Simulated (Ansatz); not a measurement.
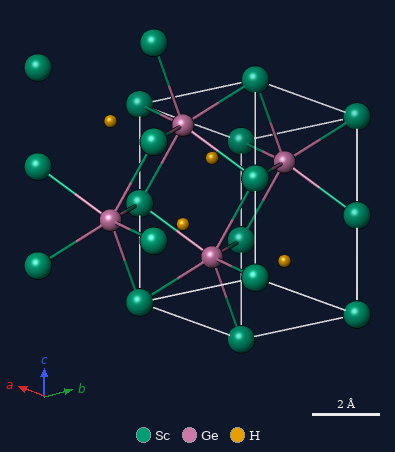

Starting structure of solid ScGeH (a generated structure, set up in P6_3/mmc). A ball-and-stick model of the cell of the calculation, repeated 2 × 1 × 1 with one cell outlined, seen from a free direction.

All numbers below come from Ansatz 0.2.0, DFT PBE, scalar-relativistic, plane waves, PAW.

Input
```yaml
crystal:
  lattice:
    - [3.80622332, 0.0, 0.0]
    - [-1.90311166, 3.29628609, 0.0]
    - [0.0, 0.0, 6.85115254]
  atoms:
    - { symbol: Sc, position: [0.0, 0.0, 0.5] }
    - { symbol: Sc, position: [0.0, 0.0, 0.0] }
    - { symbol: Ge, position: [0.66666667, 0.33333333, 0.25] }
    - { symbol: Ge, position: [0.33333333, 0.66666667, 0.75] }
    - { symbol: H, position: [0.33333333, 0.66666667, 0.25] }
    - { symbol: H, position: [0.66666667, 0.33333333, 0.75] }
basis:
  ecutwfc: 420
kpoints:
  mp_grid: { grid: [12, 12, 6] }
hamiltonian:
  xc: pbe
scf:
  occupations: { method: gaussian, width: 0.1 }
output:
  forces: true
  stress: true
  eigenvalues: true
  write_density: true
  write_potential: true
  elf: true
  volumetric_format: npy
relax:
  adjacent_minimum: "off"
  f_tol: 0.01
  max_steps: 80
  cell: { stress_tol: 0.05 }
```

Run as
```bash
ansatz run input.yaml --threads 1 --pin off --max-ram 2048MiB --backend cpu --events-out ev --progress --plain --runs-dir out
```

Where does the relaxation end?

Answer. No atom moves by more than 0.005 Å relative to the cell. The volume changes by +0.8 %, with a = b 3.806 → 3.756 Å (−1.3 %), c 6.851 → 7.092 Å (+3.5 %). Some distances before and after: Sc1–Ge3 2.786 → 2.801 Å. Bond angles that change, for instance: Sc1–Ge3–Sc2 75.9° → 78.5°. The space group stays P6_3/mmc (No. 194). The energy falls by 38.6 meV per cell of the calculation in 2 accepted moves (3 points after the start). All forces vanish by symmetry, so only the cell relaxes. Pressure: 0.77 GPa at the start and 0.03 GPa at the end. The SCF was repeated once at an unchanged geometry on a basis and grid sized afresh for the cell, which shifted the energy by 0.5 meV per cell of the calculation at most. Cost: 54 s on 1 thread of Arm Neoverse V1, on a shared host, peak memory 0.47 GiB.

Final geometry:

```xyz
6
Lattice="3.7556 0.0000 0.0000 -1.8778 3.2524 0.0000 0.0000 0.0000 7.0919" Properties=species:S:1:pos:R:3 pbc="T T T"
Sc    3.7556    0.0000    3.5459
Sc    3.7556    0.0000    7.0919
Ge    1.8778    1.0841    1.7730
Ge    0.0000    2.1683    5.3189
H     0.0000    2.1683    1.7730
H     1.8778    1.0841    5.3189
```

The end point in the same view:

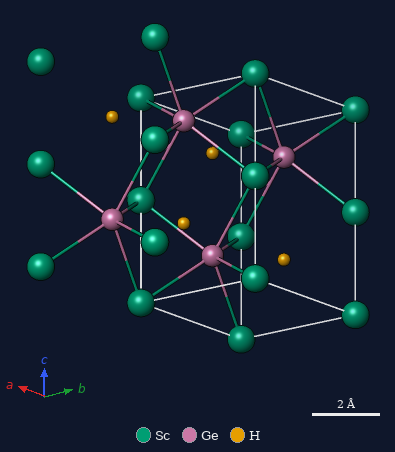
